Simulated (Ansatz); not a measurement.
One stationary structure of MgO. Method: r2SCAN (plane waves to 500 eV, PAW, scalar-relativistic; Ansatz, a first-principles code).

Fm-3m (No. 225), cF8, rock salt type; a = b = c = 4.2044 Å, α = β = γ = 90.00°.

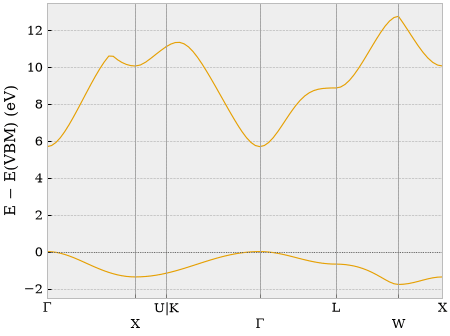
Figure: Highest filled and lowest empty band along the path of this cell's Brillouin zone

Read off the gap and say whether it is direct.

5.68 eV, direct at Γ (no spin-orbit coupling).

How far does the top valence band disperse along this path?

About 1.8 eV.

No spin polarisation in the result.

Measured for MgO: a 4.189 Å (static lattice; corrected from measurement; as listed in Daniel Mejia-Rodriguez, S. B. Trickey, Phys. Rev. B (2018)); gap 8.36 eV (static lattice; corrected from measurement; as listed in Wei Chen et al., Physical Review Materials (2018)). Computed minus measured — a: r2SCAN +0.4 %; gap: r2SCAN -2.68 eV. The computed values are for a static lattice, and a measured gap can be an optical one, lowered by exciton binding.

The run could not lose the symmetry of its start.
